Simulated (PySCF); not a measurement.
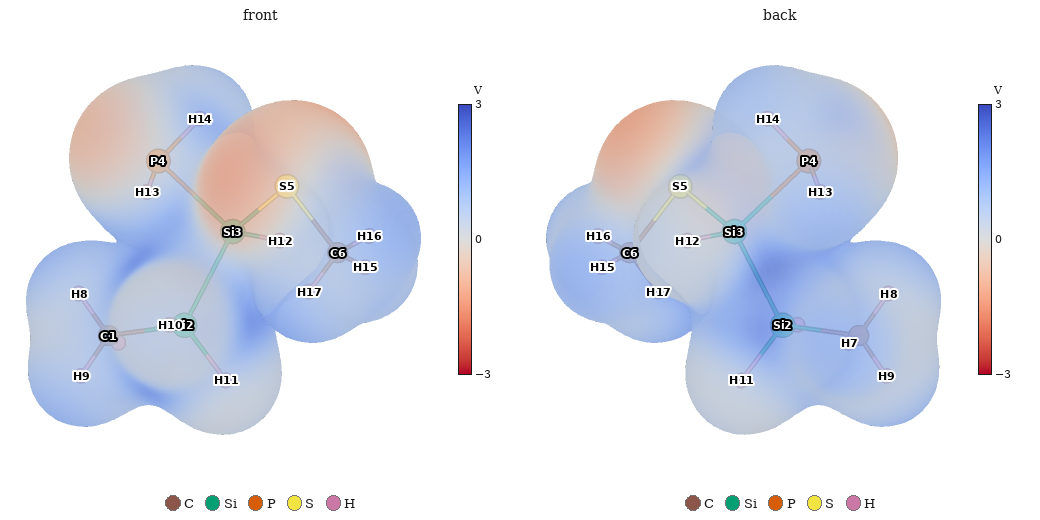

*C2H11PSSi2. The molecular electrostatic potential painted on the density surface at 0.004 e/bohr³, seen from the front and from behind; the colour scale runs from red (negative) to blue (positive).*

Geometry: GFN2-xTB.

All numbers below come from CAM-B3LYP/def2-SVPD, SCF density, gas phase (PySCF 2.14.0).

The calculation's input:

```
{"job": {"kind": "uv", "xc": "CAM-B3LYP", "basis": "def2-SVPD", "nstates": 8, "ntriplets": 3}, "charge": 0, "multiplicity": 1}
C     -2.179658    -1.655952     0.235614
Si    -0.320123    -1.331846     0.422307
Si     0.082284     0.875450    -0.244849
P     -1.694847     2.158639     0.244921
S      1.752548     1.751617     0.806165
C      3.007534     0.497853     0.412973
H     -2.483878    -1.608219    -0.806713
H     -2.754482    -0.908921     0.778394
H     -2.461269    -2.632932     0.615757
H      0.082874    -1.595466     1.811414
H      0.427694    -2.287669    -0.409665
H      0.459480     1.020481    -1.666757
H     -2.418486     1.668648    -0.825737
H     -1.276424     3.265079    -0.467146
H      3.128924     0.427732    -0.662908
H      3.934178     0.828507     0.869967
H      2.706653    -0.460969     0.824739
```

Command:

```sh
OMP_NUM_THREADS=1 python probes_run.py task.json out
```

> Describe the electrostatic potential map.

The most negative region (about −1.2 V, or −28 kcal/mol for a unit charge) lies over S5, the most positive (about +2.0 V, or +46 kcal/mol for a unit charge) over Si3.

> What dipole moment does the calculation give?

Its dipole moment is 2.07 D.
